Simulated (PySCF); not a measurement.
## Electronic structure of C$_{6}$H$_{14}$P$_{2}$ (SMILES CC(C)=PCP(C)C) in real space

Input file:

```
{"job": {"kind": "nmr", "xc": "PBE0", "basis": "pcSseg-1"}, "charge": 0, "multiplicity": 1}
C     -3.359660     0.604104    -0.638890
C     -2.030564    -0.042001    -0.397242
C     -1.980817    -1.018891     0.733760
P     -0.760251     0.362156    -1.425356
C      0.651130    -0.676526    -0.784561
P      1.391454     0.030719     0.776418
C      2.965820    -0.946584     0.759165
C      2.048693     1.601079     0.057621
H     -3.319278     1.278356    -1.492161
H     -4.120239    -0.155471    -0.827214
H     -3.671570     1.171091     0.239790
H     -1.980884    -2.043940     0.356321
H     -2.849505    -0.896748     1.377451
H     -1.078930    -0.887375     1.332630
H      1.418650    -0.706564    -1.565396
H      0.314079    -1.697120    -0.587621
H      3.468084    -0.873642    -0.205011
H      2.746003    -1.990363     0.976959
H      3.622465    -0.564428     1.538856
H      2.686492     2.087293     0.794171
H      2.617021     1.412466    -0.852633
H      1.211396     2.260103    -0.167908
```

Command:

```sh
OMP_NUM_THREADS=1 python probes_run.py task.json out
```

Geometry: GFN2-xTB.

Theory: PBE0/pcSseg-1, SCF density, gas phase, non-relativistic in PySCF 2.14.0.

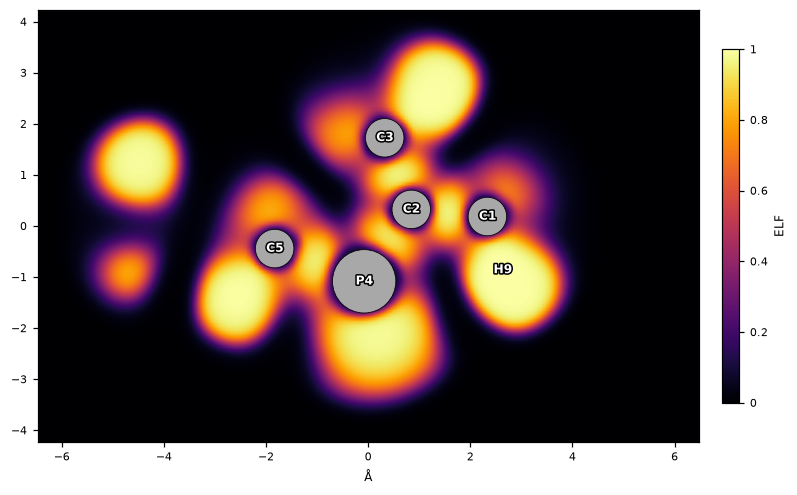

Figure 1. ELF on the plane of atoms C3, C2 and P4. Grey discs cover the atomic cores.

Interpret the plot.

Answer.
- Atoms in the plane: C, P and H.
- C–C (1.50 Å): the ELF peaks at about 0.95 between the atoms, as expected for localised, covalent bonding.
- C–P (1.68 Å): the ELF peaks at about 0.90 between the atoms (a covalent bond).
- C–H (1.09 Å): the ELF climbs to about 1 towards the hydrogen, as it does in any bond to H; a covalent bond by its length.
- C–P (1.87 Å): the ELF peaks at about 0.95 between the atoms: a shared electron pair.
- The ELF also peaks beside P4, away from the bonds: lone-pair regions.

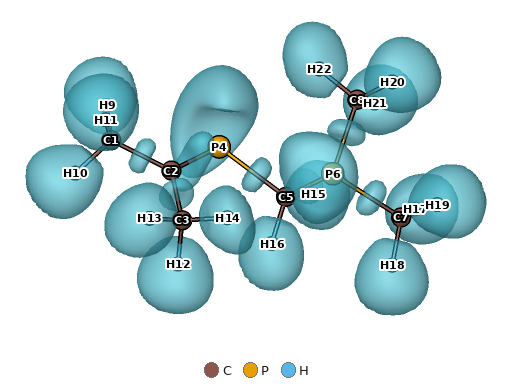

Figure 2. Isosurface of the ELF at 0.85 (cyan), seen at an oblique angle. Only the valence region is drawn (cores and ρ < 0.01 e/Å³ removed).

What do the ELF domains correspond to?

Answer. The surface consists of two regions between bonded C–C atoms (shared pairs), five regions between bonded C–P atoms (shared pairs), 14 regions around hydrogen nuclei and two lobes on P, pointing away from the bonds (lone pairs).

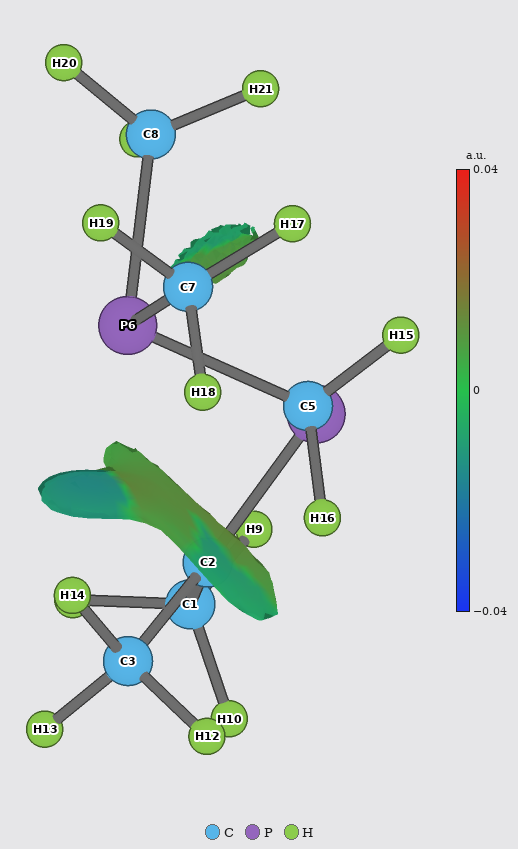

Figure 3. Non-covalent interaction (NCI) plot: the surface where the reduced density gradient is 0.5, for densities under 0.05 a.u., coloured by sign(λ₂)ρ; seen at an oblique angle.

Which non-covalent interactions does the plot reveal?

Answer. Between H14 on one side and P6 on the other: a weak contact, attractive (blue-green) on one side and crowded (olive to red) on the other; between H22 and C8 on one side and P4 on the other: a weak contact, attractive (blue-green) on one side and crowded (olive to red) on the other.
